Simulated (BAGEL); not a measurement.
**singlet CH4ClGe+: a chain of runs**

Wanted: the energy (singlet CH4ClGe+, HF/cc-pVDZ), then the energy (doublet CH4ClGe, NEVPT2(3,3)/cc-pVDZ), then a single-point energy (doublet CH4ClGe, CASPT2(3,3)/cc-pVDZ) of CH4ClGe. 

The calculation is run with BAGEL 1.2.2.

3 further runs of the same task are left out: 3 set aside as unsound or not needed.

## (1) The molecule

CH4ClGe+ has 7 atoms, charge +1, and is taken as a singlet. SMILES of the parent species: `[CH3][GeH][Cl]`. One bond was lengthened or shortened from a relaxed shape. That shape belongs to the parent species and isn't relaxed for this state.

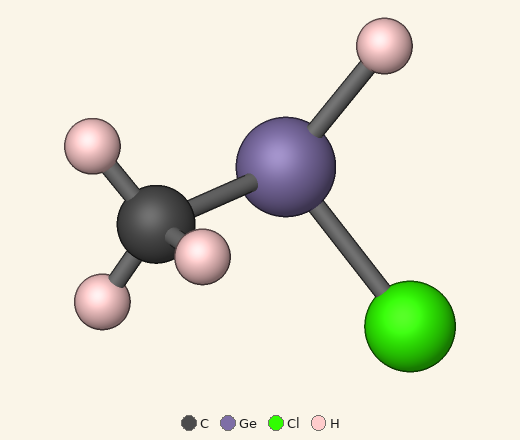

Viewed from a chosen angle; carbon dark grey, germanium purple, chlorine green, hydrogen pink.

## (2) A single-point energy at HF/cc-pVDZ (density fitting with svp-jkfit) (run 1)

Contents of calc.json:

```json
{ "bagel" : [

{
  "title" : "molecule",
  "basis" : "cc-pvdz.json",
  "df_basis" : "svp-jkfit",
  "geometry" : [
    { "atom" : "C", "xyz" : [ -1.76978143,  0.66941280, -0.35118481 ] },
    { "atom" : "Ge", "xyz" : [  0.94858960, -1.83239561, -0.20227439 ] },
    { "atom" : "Cl", "xyz" : [  1.53742826, -2.73228319,  3.75216649 ] },
    { "atom" : "H", "xyz" : [ -1.20343051,  2.32500186,  0.74334456 ] },
    { "atom" : "H", "xyz" : [ -3.49529035, -0.11860299,  0.44760242 ] },
    { "atom" : "H", "xyz" : [ -2.10388501,  1.21932311, -2.30950800 ] },
    { "atom" : "H", "xyz" : [  3.89548143, -0.61321613, -1.30410000 ] }
  ]
},
{
  "title" : "hf",
  "charge" : 1
},
{
  "title" : "print",
  "file" : "orbitals.molden",
  "orbitals" : true
}

]}
```

The basis set cc-pVDZ is read from a file made from the Basis Set Exchange's data (not shown).

Run with:

```sh
$ BAGEL_NUM_THREADS=1 BAGEL calc.json > calc.out
```

Log:

```text
* using 1 threads per process

  ===============================================================
  ===============================================================

  *** Geometry ***

[... 20 lines left out ...]
  === Nuclear Repulsion ===
   251.6871153630

      * DIIS with orbital gradients will be used.

  === RHF iteration (cc-pvdz.json) ===
      0      -2574.57581990          0.01443208           0.08
      1      -2574.70209621          0.00745108           0.07
      2      -2574.73483114          0.00128439           0.07
[... 11 lines of this table left out ...]
     14      -2574.73675063          0.00000001           0.07
    * SCF iteration converged.

    * Permanent dipole moment:
           (    0.470384,    -0.301980,     1.603165) a.u.

    * METHOD: HF                                   1.23

    * METHOD: PRINT                                0.01

  ===============================================================
```

Wall time 1.8 s (1 thread of Intel Xeon 6975P-C (Granite Rapids), shared host); peak memory 0.14 GiB.

## (3) Doublet neutral CH4ClGe: the energy at NEVPT2(3,3)/cc-pVDZ (density fitting with svp-jkfit) (run 2)

Changes to calc.json since step 2:

```diff
@@ -21,5 +21,26 @@
 {
+  "title" : "casscf",
+  "nstate" : 1,
+  "nact" : 3,
+  "nclosed" : 28,
+  "nspin" : 1,
+  "active" : [23, 30, 32],
+  "maxiter" : 200,
+  "natocc" : "true"
+},
+{
+  "title" : "nevpt2",
+  "nstate" : 1,
+  "nact" : 3,
+  "nclosed" : 28,
+  "nspin" : 1,
+  "active" : [23, 30, 32],
+  "maxiter" : 200,
+  "natocc" : "true",
+  "ncore" : 15
+},
+{
   "title" : "print",
   "file" : "orbitals.molden",
-  "orbitals" : true
+  "orbitals" : "true"
 }
```

The basis set cc-pVDZ is read from a file made from the Basis Set Exchange's data (not shown).

Run with:

```sh
$ BAGEL_NUM_THREADS=1 BAGEL calc.json > calc.out
```

Log:

```text
* using 1 threads per process

  ===============================================================
  ===============================================================

  *** Geometry ***

[... 31 lines left out ...]
    * SCF iteration converged.
[... 1 line left out ...]
    * Permanent dipole moment:
[... 28 lines left out ...]
    * Second-order optimization converged. *
[... 11 lines left out ...]
     * ci vector, state   0, <S^2> = 0.7500
[... 4 lines left out ...]
    * METHOD: CASSCF                               4.38

    * freezing 15 orbitals

  === DF-NEVPT2 calculation ===

    * 3-index integral transformation done
    * assembly done

      NEVPT2 correlation energy:   -0.3612642345      0.12

          (+0)     -0.2993168514
          (+0)'    -0.0080192660
          (+1)     -0.0136988050
          (+1)'    -0.0003148856
          (+2)     -0.0003811389
          (-1)     -0.0275989488
          (-1)'    -0.0018747672
          (-2)     -0.0100595716

      NEVPT2 total energy:       -2575.4207111474

    * METHOD: NEVPT2                               0.24

    * METHOD: PRINT                                0.01

  ===============================================================
```

Wall time 6.6 s (1 thread of Intel Xeon 6975P-C (Granite Rapids), shared host); peak memory 0.14 GiB.

## (4) Doublet neutral CH4ClGe: a single-point energy at CASPT2(3,3)/cc-pVDZ (density fitting with svp-jkfit) (run 3)

Changes to calc.json since step 3:

```diff
@@ -6,2 +6,3 @@
   "df_basis" : "svp-jkfit",
+  "angstrom" : false,
   "geometry" : [
@@ -28,14 +29,3 @@
   "maxiter" : 200,
-  "natocc" : "true"
-},
-{
-  "title" : "nevpt2",
-  "nstate" : 1,
-  "nact" : 3,
-  "nclosed" : 28,
-  "nspin" : 1,
-  "active" : [23, 30, 32],
-  "maxiter" : 200,
-  "natocc" : "true",
-  "ncore" : 15
+  "natocc" : true
 },
@@ -44,3 +34,13 @@
   "file" : "orbitals.molden",
-  "orbitals" : "true"
+  "orbitals" : true
+},
+{
+  "title" : "smith",
+  "method" : "caspt2",
+  "ms" : true,
+  "xms" : true,
+  "sssr" : true,
+  "shift" : 0.2,
+  "shift_imag" : true,
+  "ncore" : 15
 }
```

The basis set cc-pVDZ is read from a file made from the Basis Set Exchange's data (not shown).

Run with:

```sh
$ BAGEL_NUM_THREADS=1 BAGEL calc.json > calc.out
```

Log:

```text
* using 1 threads per process

  ===============================================================
  ===============================================================

  *** Geometry ***

[... 33 lines left out ...]
    * Permanent dipole moment:
[... 40 lines left out ...]
     * ci vector, state   0, <S^2> = 0.7500
[... 22 lines left out ...]
       #      aibj      arbs      arbi      airj      risj      airs      arst      rist         Etot      error   time
[... 9 lines left out ...]
      ------------------------------------------------------------------------------------------------------------------

    * CASPT2 energy : state  0    -2575.4291334360
        w/o shift correction      -2575.4266416732
        reference weight              0.8755671616

    * METHOD: SMITH                                0.58

  ===============================================================
```

Run time: 6.6 s. Hardware: 1 thread of Intel Xeon 6975P-C (Granite Rapids), shared host; peak memory 0.18 GiB.

## (5) Outcome

| quantity | value |
| --- | --- |
| run 1, HF/cc-pVDZ: total energy | -2574.73675 Eh |
| run 1, HF/cc-pVDZ: HOMO energy | -17.31 eV |
| run 1, HF/cc-pVDZ: LUMO energy | -7.40 eV |
| run 1, HF/cc-pVDZ: HOMO–LUMO gap | 9.91 eV |
| doublet neutral CH4ClGe, run 2: total energy | -2575.42071 Eh |
| doublet neutral CH4ClGe, run 3: total energy | -2575.42913 Eh |
